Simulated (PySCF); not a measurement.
```xyz
14

Si   -1.7329   -0.3026    0.6061
C    -0.2311   -0.2834   -0.5984
C     0.9318   -0.9247    0.0801
C     1.8154   -0.0770    0.5964
Cl    3.1968   -0.4793    1.5215
S     1.4619    1.6276    0.2830
C     0.2077    1.1359   -0.9552
H    -2.8569    0.3174   -0.0982
H    -1.3855    0.4580    1.8018
H    -2.0135   -1.6994    0.9295
H    -0.4869   -0.8238   -1.5130
H     0.9995   -1.9927    0.1868
H     0.6923    1.1786   -1.9340
H    -0.5992    1.8651   -0.9286
```

Geometry: GFN2-xTB.

The calculation used PBE0/def2-SVPD, SCF density, gas phase (PySCF 2.14.0).

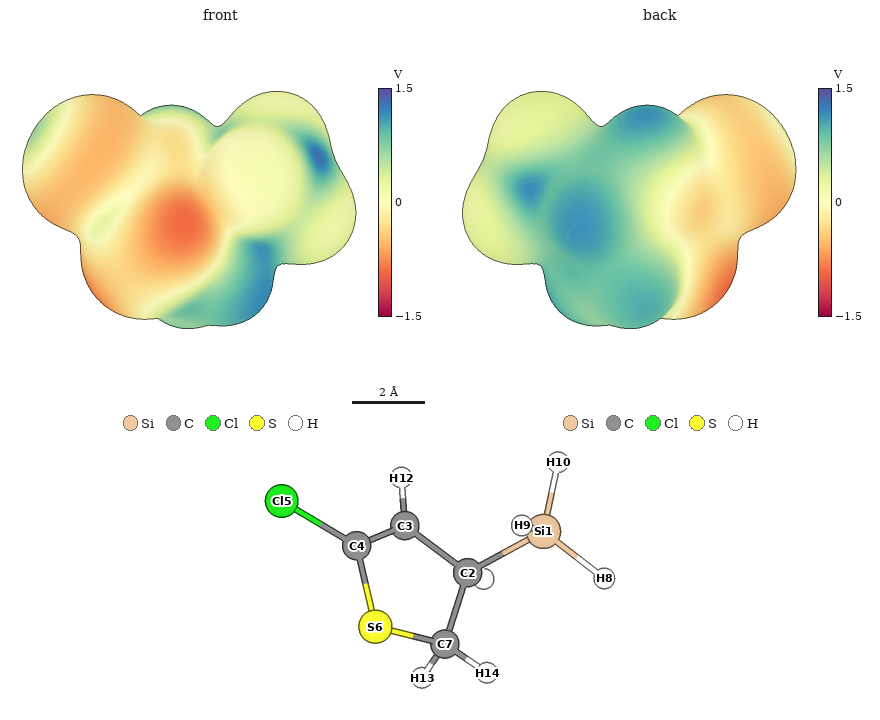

C$_{4}$H$_{7}$ClSSi. The electrostatic potential painted on the density surface at 0.002 e/bohr³, seen from the front and from behind; the colour scale runs from red (negative) to blue (positive). The bare structure is drawn below in the same view.

Question: Where is the surface potential most negative and most positive?

Answer: The most negative region (about −0.9 V) lies over S6, the most positive (about +1.2 V) over Si1, H11, H12 and H14. Cl5 shows a σ-hole: about +0.6 V at the tip opposite its bond, against about −0.5 V on its flanks.
